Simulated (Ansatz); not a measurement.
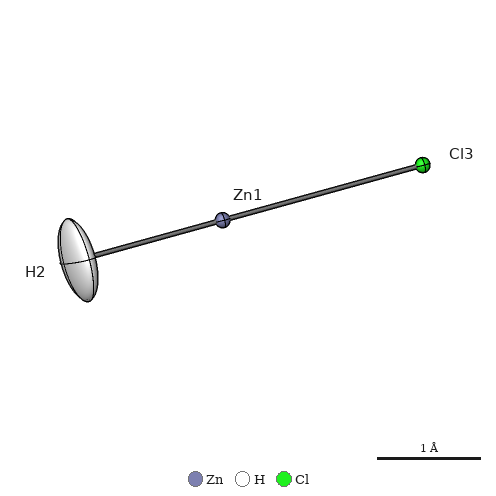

Displacement ellipsoids at the 50 % level, from the internal vibrations of the free molecule (harmonic, no overall translation or rotation; no half-axis is drawn under 0.075 Å). Vibrations computed with RKS PBE0-D4/def2-TZVP (Ansatz 0.2.0). Temperature: 600 K.

List U_eq and the three principal root-mean-square amplitudes for each kind of atom.

| atom | U_eq (Å²) | rms amplitudes (Å) |
| --- | --- | --- |
| Zn1 | 0.00018 | 0.007, 0.007, 0.021 |
| H2 | 0.0516 | 0.095, 0.270, 0.270 |
| Cl3 | 0.00054 | 0.006, 0.006, 0.040 |
